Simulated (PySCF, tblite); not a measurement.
# C4H9BClN: dynamics, then NMR shifts on frames

Aim: move C4H9BClN (`CC#[N+][B@H-](Cl)CC`) away from its starting geometry and see how NMR shifts follow the geometry.

The runs use tblite 0.8.0 and PySCF 2.14.0, with density-fitted response routines of our own; the level of theory stands in each step. All values are computed, except where a source is named. Atoms are numbered from 0 throughout.

### 1 Starting geometry

16 atoms, charge 0, multiplicity 1; geometry from: GFN2-xTB.

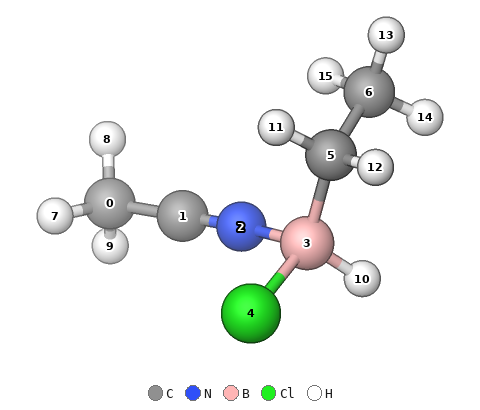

The starting geometry (carbon grey, nitrogen blue, boron pink, chlorine green, hydrogen white), atoms numbered.

### 2 Dynamics with GFN2-xTB

What the job is given:

```
{"job": {"kind": "md", "xc": "GFN2-xTB", "basis": "xTB", "temperature": 200, "steps": 2000, "every": 50, "frames": 5}, "charge": 0, "multiplicity": 1}
C      2.908712     0.616737    -0.580313
C      1.725809     0.093414     0.016207
N      0.777745    -0.332005     0.505690
B     -0.417811    -1.072277     0.974783
Cl     0.056897    -2.827331     0.544970
C     -1.697306    -0.573238     0.095929
C     -2.038337     0.900630     0.307608
H      3.281368    -0.096047    -1.316580
H      2.689153     1.563272    -1.074534
H      3.669690     0.775228     0.184039
H     -0.504661    -0.933839     2.147380
H     -1.523394    -0.748583    -0.968344
H     -2.564255    -1.175005     0.373135
H     -2.918153     1.181681    -0.269275
H     -2.241652     1.097034     1.357839
H     -1.211405     1.539272    -0.001369
```

With the program's defaults for keys left out, this is: GFN2-xTB Langevin dynamics, gas phase.

On the command line:

```bash
> OMP_NUM_THREADS=1 python probes_run.py task.json out
```

The driver reads the jobs from task.json and runs them one after another.

The log of the run:

```text
t/fs     T/K      E/eV
    0.0   162.6   -594.99105
   25.0    84.7   -594.79974
   50.0   162.5   -594.81145
   75.0   182.4   -594.69082
  100.0   166.7   -594.61500
  125.0   185.4   -594.66272
  150.0   180.0   -594.73189
  175.0   186.1   -594.67089
  200.0   192.1   -594.68402
  225.0   136.5   -594.65417
  250.0   200.2   -594.73223
  275.0   169.7   -594.70700
  300.0   210.5   -594.74911
  325.0   178.1   -594.62253
  350.0   278.0   -594.70450
  375.0   258.8   -594.64669
  400.0   212.8   -594.57125
  425.0   213.6   -594.59049
  450.0   152.7   -594.46031
  475.0   217.6   -594.62645
  500.0   200.9   -594.63576
  525.0   265.6   -594.68756
  550.0   323.8   -594.61109
  575.0   240.6   -594.54649
  600.0   293.8   -594.61691
  625.0   197.4   -594.44302
  650.0   220.8   -594.54084
  675.0   174.2   -594.50280
  700.0   195.8   -594.61480
  725.0   226.5   -594.70120
  750.0   167.3   -594.62357
  775.0   194.3   -594.66758
  800.0   215.1   -594.71173
  825.0   188.3   -594.69370
  850.0   137.8   -594.66643
  875.0   190.4   -594.76248
  900.0   207.0   -594.72510
  925.0   230.2   -594.68656
  950.0   214.8   -594.63184
  975.0   194.4   -594.68386
 1000.0   146.8   -594.55625
```

It took 9.6 s on 1 thread of Intel Xeon 6975P-C, shared host; peak memory 0.19 GiB.

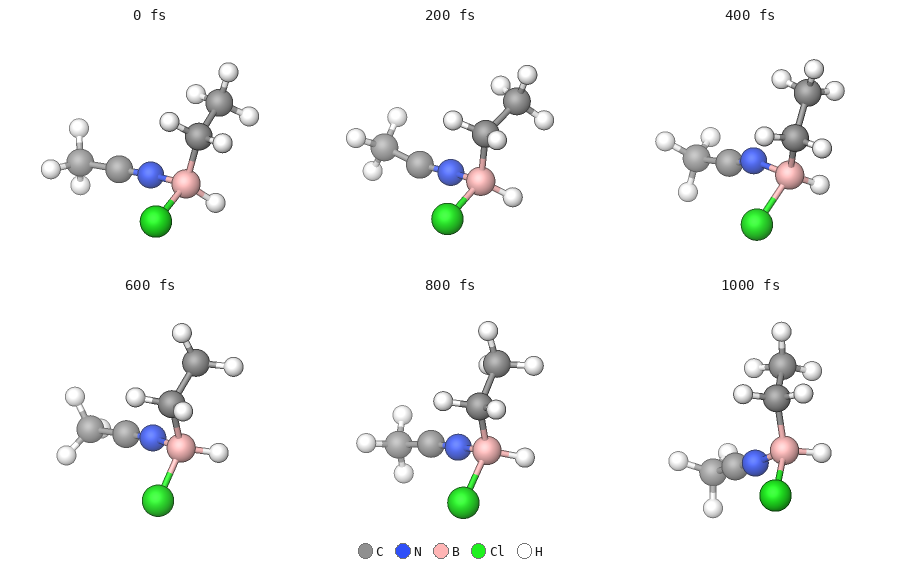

Frames of the run.

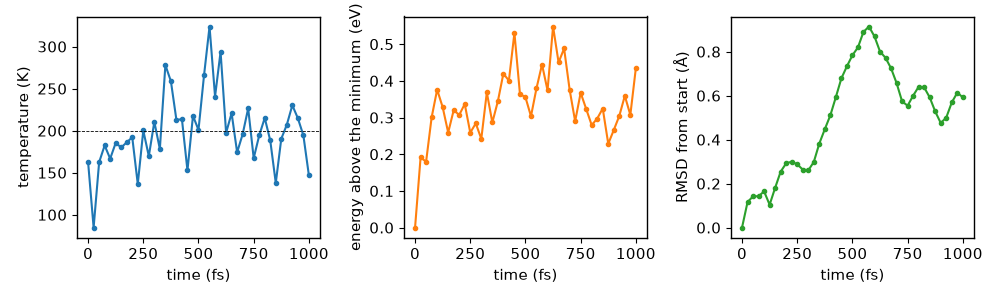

Temperature, potential energy and distance from the start.

Positions (Å) and forces (eV/Å) at 1000 fs:

```xyz
16

C     2.663    0.646    1.529    0.254   -2.942   -1.714
C     1.417   -0.043    1.356    0.107    0.336    0.384
N     0.406   -0.584    1.306    0.183    0.398   -0.224
B    -0.976   -0.965    1.235   -1.160   -0.544   -0.050
Cl   -0.928   -2.869    1.317   -0.040    0.389   -0.143
C    -1.790   -0.347   -0.087    0.692   -1.401    0.504
C    -1.705    1.152   -0.082    0.273    1.129   -1.354
H     3.239    0.058    2.250    0.113    0.397   -0.007
H     3.135    0.549    0.518    0.103    0.374    0.775
H     2.501    1.630    1.789   -0.167    1.911    0.622
H    -1.502   -0.543    2.220    0.155   -0.144    0.102
H    -1.392   -0.766   -1.053   -0.544    0.431    0.835
H    -2.835   -0.671    0.064    0.447    0.139   -0.379
H    -2.388    1.499   -0.912    0.653    0.194    1.070
H    -1.915    1.643    0.878   -0.405   -0.408   -0.402
H    -0.669    1.490   -0.334   -0.665   -0.261   -0.021
```

### 3 Nuclear shieldings: 250 fs, PBE0/pcSseg-1

What the job is given:

```
{"job": {"kind": "nmr", "xc": "PBE0", "basis": "pcSseg-1", "pop": false}, "charge": 0, "multiplicity": 1}
C      2.365500     0.888900    -0.307400
C      1.269300     0.226100     0.361700
N      0.444000    -0.397000     0.868200
B     -0.729100    -1.219900     1.168500
Cl     0.027000    -2.917000     0.822400
C     -1.917900    -0.841600     0.057500
C     -2.654400     0.466300     0.286100
H      2.521100     0.274900    -1.237500
H      2.086800     1.956200    -0.605400
H      3.278100     0.883100     0.293300
H     -0.944600    -1.126500     2.307900
H     -1.422600    -0.783300    -0.921500
H     -2.611300    -1.659100     0.035200
H     -3.309200     0.635100    -0.557000
H     -3.258700     0.295800     1.204600
H     -1.907800     1.271800     0.349000
```

With the program's defaults for keys left out, this is: GIAO PBE0/pcSseg-1 NMR shielding, non-relativistic, gas phase.

The log of the run:

```text
coarse grid: 13696 points
cycle   1  E = -697.0370601989  dE =  6.989e-01  |g| = 5.455e-01  |ddm| = 3.384e+00
cycle   2  E = -696.8471411679  dE =  1.899e-01  |g| = 1.078e+00  |ddm| = 1.468e+00
cycle   3  E = -697.1235562568  dE = -2.764e-01  |g| = 1.729e-01  |ddm| = 8.403e-01
cycle   4  E = -697.1292876781  dE = -5.731e-03  |g| = 6.963e-02  |ddm| = 1.673e-01
cycle   5  E = -697.1302656912  dE = -9.780e-04  |g| = 1.580e-02  |ddm| = 5.334e-02
cycle   6  E = -697.1303288733  dE = -6.318e-05  |g| = 2.820e-03  |ddm| = 1.701e-02
cycle   7  E = -697.1303304492  dE = -1.576e-06  |g| = 9.693e-04  |ddm| = 2.995e-03
final grid: 127128 points
cycle   8  E = -697.1679592825  dE = -4.200e-05  |g| = 7.454e-03  |ddm| = 2.680e-02
cycle   9  E = -697.1679548467  dE =  4.436e-06  |g| = 8.506e-03  |ddm| = 1.252e-02
cycle  10  E = -697.1679718755  dE = -1.703e-05  |g| = 2.099e-03  |ddm| = 7.153e-03
cycle  11  E = -697.1679727504  dE = -8.749e-07  |g| = 6.090e-04  |ddm| = 1.480e-03
cycle  12  E = -697.1679728265  dE = -7.611e-08  |g| = 1.099e-04  |ddm| = 4.521e-04
cycle  13  E = -697.1679728293  dE = -2.769e-09  |g| = 2.726e-05  |ddm| = 1.183e-04
cycle  14  E = -697.1679728295  dE = -1.789e-10  |g| = 7.281e-06  |ddm| = 3.065e-05
converged SCF energy = -697.1679728295

GIAO shielding tensors (ppm)
atom      isotropic    diamagn.    paramagn.     s11        s22        s33       span
  0 C      178.651     249.726     -71.074    169.528    173.152    193.274     23.745
  1 C       61.675     273.174    -211.499    -23.328    -16.021    224.373    247.702
  2 N       33.931     332.808    -298.878   -126.059   -116.873    344.723    470.782
  3 B      117.378     187.325     -69.947    103.478    119.738    128.919     25.441
  4 Cl     919.570    1148.801    -229.231    766.037    959.792   1032.882    266.844
  5 C      154.228     253.107     -98.878    142.937    150.196    169.553     26.616
  6 C      170.664     247.808     -77.144    161.893    169.866    180.232     18.339
  7 H       27.974      27.665       0.309     22.989     26.976     33.957     10.967
  8 H       27.830      26.960       0.870     23.039     25.779     34.672     11.633
  9 H       28.882      25.402       3.480     24.026     26.523     36.098     12.072
 10 H       29.276      30.223      -0.947     26.628     29.004     32.196      5.568
 11 H       31.149      34.950      -3.800     27.534     31.710     34.204      6.670
 12 H       30.722      31.927      -1.206     25.583     31.412     35.170      9.587
 13 H       30.460      29.416       1.044     25.670     28.179     37.531     11.860
 14 H       29.615      28.205       1.409     25.086     27.697     36.061     10.975
 15 H       30.553      32.199      -1.646     25.774     30.793     35.091      9.317
```

Wall time 14 s (1 thread of Intel Xeon 6975P-C, shared host); peak memory 0.78 GiB.

Shifts follow as δ = σ(reference) − σ, with reference shieldings (ppm) from runs at the same level and on the same kind of geometry: 1H TMS 31.72, 13C TMS 186.9, 15N NH3 267.7, 11B BF3·OEt2 100.1, 35Cl HCl 950. The references are single molecules in the gas phase, so shifts against H2O, NH3, PH3, H3PO4 or CFCl3 are not on the usual liquid scales and can be off by tens of ppm. Each atom is listed at this fixed geometry, with no averaging over motion; a spectrum would average atoms that exchange fast.

```
atoms                                 environment  σ (ppm)  δ (ppm)
   C1                       nitrilium-type carbon     61.7    125.3
   C5                         sp3 CH2 bonded to B    154.2     32.7
   C6                               methyl carbon    170.7     16.3
   C0                methyl carbon α to a nitrile    178.7      8.3
   H8  hydrogen on a methyl carbon α to a nitrile    27.83     3.89
   H7  hydrogen on a methyl carbon α to a nitrile    27.97     3.74
   H9  hydrogen on a methyl carbon α to a nitrile    28.88     2.83
  H10      hydrogen on a boron bonded to C, Cl, N    29.28     2.44
  H14                 hydrogen on a methyl carbon    29.61     2.10
  H13                 hydrogen on a methyl carbon    30.46     1.26
  H15                 hydrogen on a methyl carbon    30.55     1.16
  H12          hydrogen on an sp3 CH2 bonded to B    30.72     1.00
  H11          hydrogen on an sp3 CH2 bonded to B    31.15     0.57
   N2            donor nitrogen of a Lewis adduct     33.9    233.8
   B3                 boron bonded to C, Cl, N, H    117.4    -17.3
  Cl4                        chlorine bonded to B      920       30
```

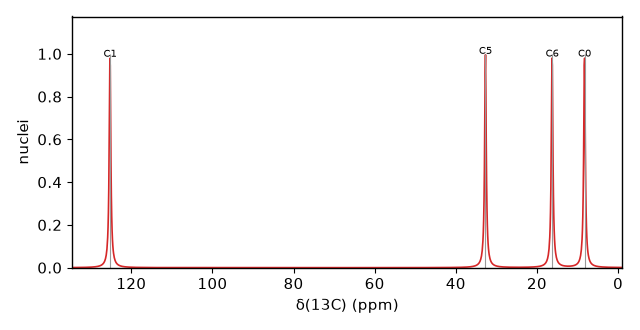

13C lines at the computed shifts, without couplings. Lines are broadened to a width of 0.47 ppm (Lorentzian).

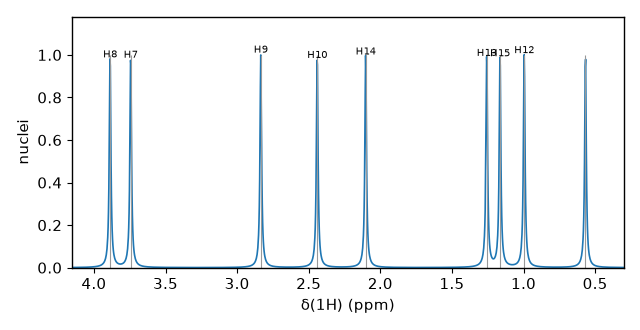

1H lines at the computed shifts, without couplings. Lines are broadened to a width of 0.01 ppm (Lorentzian).

### 4 Nuclear shieldings: 425 fs, PBE0/pcSseg-1

What the job is given:

```
{"job": {"kind": "nmr", "xc": "PBE0", "basis": "pcSseg-1", "pop": false}, "charge": 0, "multiplicity": 1}
C      2.187400     0.778400     0.411900
C      0.940200     0.125300     0.597600
N     -0.054300    -0.321200     0.940500
B     -1.100300    -1.251100     1.358000
Cl    -0.207300    -2.787400     1.358800
C     -2.393300    -1.329500     0.392200
C     -2.965100     0.025900    -0.057600
H      2.454500     0.927100    -0.655700
H      2.264800     1.824400     0.841500
H      2.924600     0.126500     0.859100
H     -1.407200    -0.876900     2.454400
H     -2.149700    -1.931300    -0.475000
H     -3.213600    -1.867600     0.873800
H     -3.835000    -0.088600    -0.646400
H     -3.257000     0.755100     0.770700
H     -2.297000     0.657000    -0.691500
```

Level: GIAO PBE0/pcSseg-1 NMR shielding, non-relativistic, gas phase.

The log of the run:

```text
coarse grid: 13696 points
cycle   1  E = -697.0354974124  dE =  8.550e-01  |g| = 5.406e-01  |ddm| = 3.429e+00
cycle   2  E = -696.8580777116  dE =  1.774e-01  |g| = 1.049e+00  |ddm| = 1.462e+00
cycle   3  E = -697.1190739114  dE = -2.610e-01  |g| = 1.766e-01  |ddm| = 8.494e-01
cycle   4  E = -697.1251679252  dE = -6.094e-03  |g| = 6.491e-02  |ddm| = 1.577e-01
cycle   5  E = -697.1260075271  dE = -8.396e-04  |g| = 1.523e-02  |ddm| = 4.856e-02
cycle   6  E = -697.1260644150  dE = -5.689e-05  |g| = 2.467e-03  |ddm| = 1.686e-02
cycle   7  E = -697.1260656103  dE = -1.195e-06  |g| = 8.211e-04  |ddm| = 2.679e-03
final grid: 127128 points
cycle   8  E = -697.1628943076  dE = -3.715e-05  |g| = 7.633e-03  |ddm| = 2.725e-02
cycle   9  E = -697.1628888774  dE =  5.430e-06  |g| = 8.925e-03  |ddm| = 1.321e-02
cycle  10  E = -697.1629076676  dE = -1.879e-05  |g| = 2.196e-03  |ddm| = 7.676e-03
cycle  11  E = -697.1629086457  dE = -9.781e-07  |g| = 5.595e-04  |ddm| = 1.504e-03
cycle  12  E = -697.1629087092  dE = -6.351e-08  |g| = 1.017e-04  |ddm| = 4.286e-04
cycle  13  E = -697.1629087115  dE = -2.373e-09  |g| = 2.362e-05  |ddm| = 1.051e-04
cycle  14  E = -697.1629087117  dE = -1.378e-10  |g| = 6.181e-06  |ddm| = 2.766e-05
converged SCF energy = -697.1629087117

GIAO shielding tensors (ppm)
atom      isotropic    diamagn.    paramagn.     s11        s22        s33       span
  0 C      183.338     247.244     -63.906    171.701    178.616    199.697     27.996
  1 C       62.595     270.740    -208.145    -22.698    -17.417    227.900    250.598
  2 N       30.568     331.005    -300.437   -136.099   -114.136    341.940    478.040
  3 B      122.071     183.158     -61.087    108.928    121.418    135.866     26.938
  4 Cl     901.772    1148.402    -246.629    714.612    984.165   1006.541    291.930
  5 C      167.000     248.257     -81.256    150.920    167.204    182.876     31.956
  6 C      173.418     246.256     -72.838    161.615    168.931    189.707     28.092
  7 H       28.862      27.625       1.238     23.937     26.437     36.213     12.276
  8 H       27.985      25.331       2.654     23.254     25.482     35.219     11.965
  9 H       29.328      25.749       3.579     24.109     27.955     35.921     11.812
 10 H       28.576      28.745      -0.169     26.875     27.356     31.498      4.623
 11 H       31.406      32.154      -0.747     26.855     31.895     35.470      8.616
 12 H       30.620      28.861       1.759     25.739     30.136     35.986     10.247
 13 H       31.315      29.112       2.203     26.212     28.516     39.217     13.004
 14 H       29.968      28.709       1.259     26.164     27.356     36.384     10.220
 15 H       30.654      32.812      -2.158     26.305     29.579     36.078      9.773
```

Run time: 14 s. Hardware: 1 thread of Intel Xeon 6975P-C, shared host; peak memory 0.82 GiB.

This run: δ C1 124.3, C5 19.9, C6 13.5, C0 3.6, H8 3.73, H10 3.14 ppm.

[end of part 1 of 2]
